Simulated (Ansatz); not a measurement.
Cl2FGeH

```yaml
atoms:
  - { symbol: Ge, position_ang: [-0.0040, -0.0075, -0.0578] }
  - { symbol: F, position_ang: [0.0159, 0.0268, 1.6742] }
  - { symbol: Cl, position_ang: [2.0412, 0.0200, -0.7078] }
  - { symbol: Cl, position_ang: [-1.0025, 1.7774, -0.7083] }
  - { symbol: H, position_ang: [-0.7327, -1.2701, -0.5151] }
```

Level of theory: RKS B3LYP/def2-SVP (Ansatz).

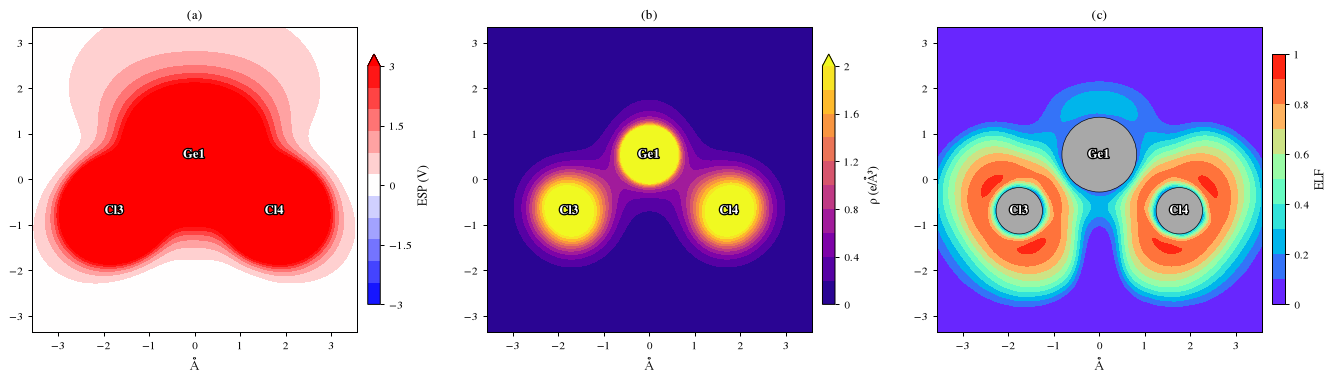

Figure 1. (a) electrostatic potential; (b) electron density; (c) electron localisation function on the plane of atoms Cl3, Ge1 and Cl4. Grey discs cover the atomic cores in the ELF map.

Q: Describe what can be read from this map.

A: The plane passes through Ge and Cl nuclei. Ge–Cl (2.15 Å): ρ is about 0.74 e/Å³ halfway; the ELF peaks at about 0.85 in the valence shell of Cl, 0.9 Å from its nucleus, and is about 0.65 at the midpoint. The ELF also peaks beside Cl4 and Cl3, away from the bonds: lone-pair regions. The potential has no marked negative region in this plane.

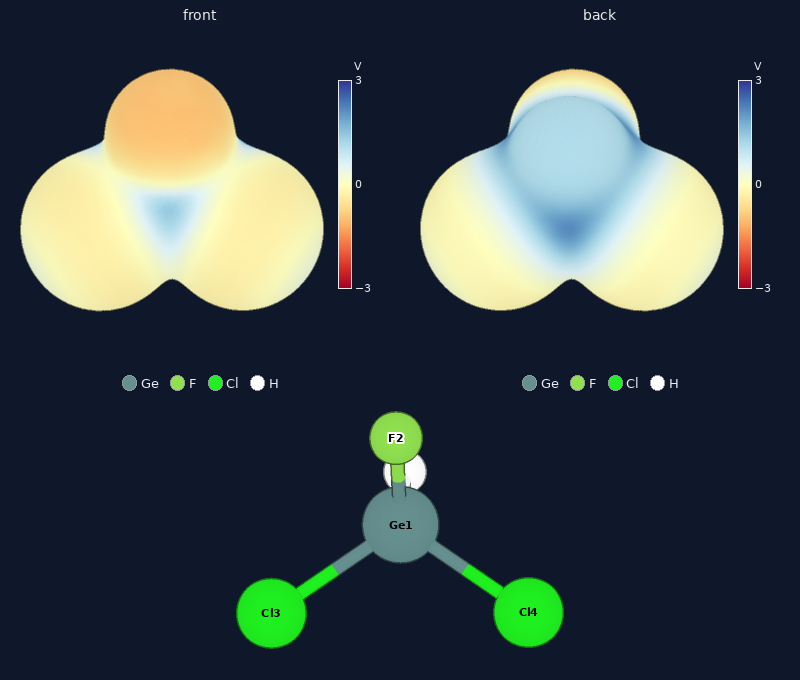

Figure 2. The molecular electrostatic potential painted on the density surface at 0.002 e/bohr³, seen from the front and from behind; the colour scale runs from red (negative) to blue (positive). The bare structure is drawn below in the same view.

Q: Which sites attract a positive test charge, and which a negative one?

A: A positive charge is drawn to the negative regions and a negative charge to the positive ones. The most negative region (about −1.0 V, or −23 kcal/mol for a unit charge) lies over F2, the most positive (about +2.0 V, or +46 kcal/mol for a unit charge) over Ge1. Cl3 shows a σ-hole: about +0.3 V, or +7 kcal/mol for a unit charge at the tip opposite its bond, against about −0.1 V on its flanks. Cl4 shows a σ-hole: about +0.3 V, or +7 kcal/mol for a unit charge at the tip opposite its bond, against about −0.1 V on its flanks.

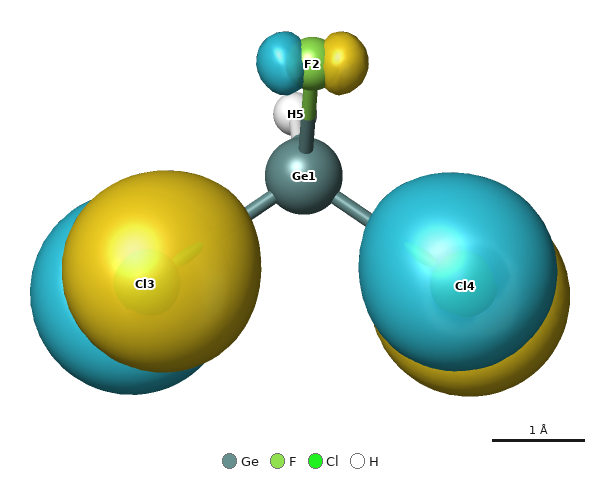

Figure 3. The HOMO−1 at ±0.1 Å⁻³ᐟ² (yellow and cyan are the two phases), seen across its widest extent.

Q: Where does this orbital lie, and at what energy?

A: By Hirshfeld shares it lies mainly on Cl4 (about 45 %) and Cl3 (about 45 %); largely a combination of lone pairs on Cl4 and Cl3. Its energy is −9.27 eV.
